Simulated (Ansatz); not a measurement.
## Fields on a plane of NaCl (rock salt)

```
CELL_PARAMETERS angstrom
      0.00000     2.84776     2.84776
      2.84776     0.00000     2.84776
      2.84776     2.84776     0.00000
ATOMIC_POSITIONS crystal
  Cl 0.00000 0.00000 0.00000
  Na 0.50000 0.50000 0.50000
```

The slice is a {100} plane (indices of the conventional cell) through the point (0.000, 0.000, 0.000) (fractional), spanned by u = [100] and v = [0 1 -1] in vectors of this cell: u (4.03 Å) and v (4.03 Å, at 90° to u). It covers one period; positions are fractions (u, v).

Atoms on it: Cl at (0.00, 0.00); Na at (0.50, 0.50).

Calculation: PBE (plane waves to 420 eV, PAW, scalar-relativistic; Ansatz, a quantum-chemistry and plane-wave program). k mesh 10×10×10. These are valence fields of a PAW run, semicore shells included where kept as valence: close to a nucleus they are smooth pseudo fields. NaCl was relaxed with its symmetry unable to fall.

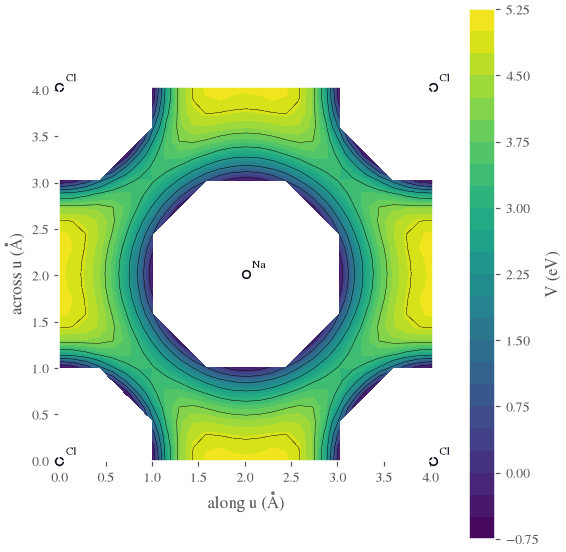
Figure. Electrostatic potential energy of an electron, from the cell's mean, in eV, one period of the plane, atoms marked. Points within 1 Å of a nucleus are left white, as the pseudised field means little there. The zero, the cell's mean, hangs on the PAW cores.

```
|xxxx@@@@@%*-.   .-*%@@@@@xxx|
|xxx@@@@@%#+-.   .-+#%@@@@@xx|
|xx@@@@@@%#+:     :+#%@@@@@@x|
|@@@@@@@@%*-.     .-*%@@@@@@@|
|@@@@@@@%#=.       .=#%@@@@@@|
|@@@@@@%#=.         .=#%@@@@@|
|@@@@@%#=.           .=#%@@@@|
|@@%%%#=.    .:::.    .=#%%%@|
|%%##*=.    :=+*+=:    .=*##%|
|**++-.    -+*###*+-    .-++*|
|---:.    :+*#xxx#*+:    .:--|
|...     .=*#xxxxx#*=.     ..|
|        :+#xxxxxxx#+:       |
|        :*#xxxxxxx#*:       |
|        :+#xxxxxxx#+:       |
|...     .=*#xxxxx#*=.     ..|
|---:.    :+*#xxx#*+:    .:--|
|**++-.    -+*###*+-    .-++*|
|%%##*=.    :=+*+=:    .=*##%|
|@@%%%#=.    .:::.    .=#%%%@|
|@@@@@%#=.           .=#%@@@@|
|@@@@@@%#=.         .=#%@@@@@|
|@@@@@@@%#=.       .=#%@@@@@@|
|@@@@@@@@%*-.     .-*%@@@@@@@|
|xx@@@@@@%#+:     :+#%@@@@@@x|
|xxx@@@@@%#+-.   .-+#%@@@@@xx|
|xxxx@@@@@%*-.   .-*%@@@@@xxx|
|xxxx@@@@@%*-.   .-*%@@@@@xxx|
```
Scale: ten equal steps from 0.01 (start of ' ') to 0.88 (end of '@'), in the order ' .:-=+*#%@'. Values: electron localisation function (ELF). The map has 28 points along u (one character each, u = 0 at the left) and 28 along v (v = 0 in the bottom row). Points within 0.5 Å of a nucleus are blanked (x), as the pseudised field means little there.
